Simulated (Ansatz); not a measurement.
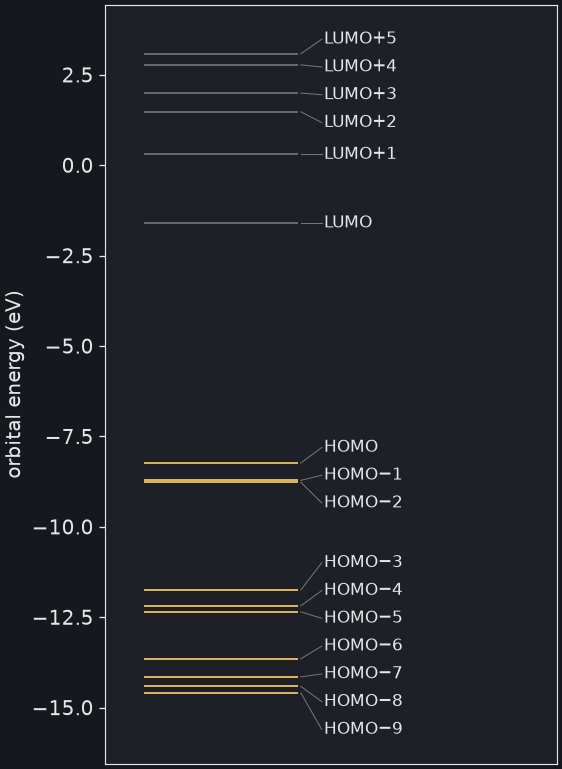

Kohn-Sham orbital energies near the frontier, BHLYP/def2-TZVPP, the Ansatz code, at a PBE0-D4/def2-TZVP geometry (a minimum by its frequencies), isolated molecule; empty levels in grey, levels within 0.03 eV side by side.

Which molecule has this level scheme?
A. C₅H₈N₂, SMILES CCc1ncc[nH]1
B. TiI₄, SMILES [I][Ti]([I])([I])[I], singlet
C. C₆H₅NO, SMILES O=Nc1ccccc1

Answer. C. HOMO −8.24 eV, LUMO −1.60 eV, separation 6.64 eV.

Note: one conformer of a flexible molecule; empty levels above zero depend strongly on the basis.
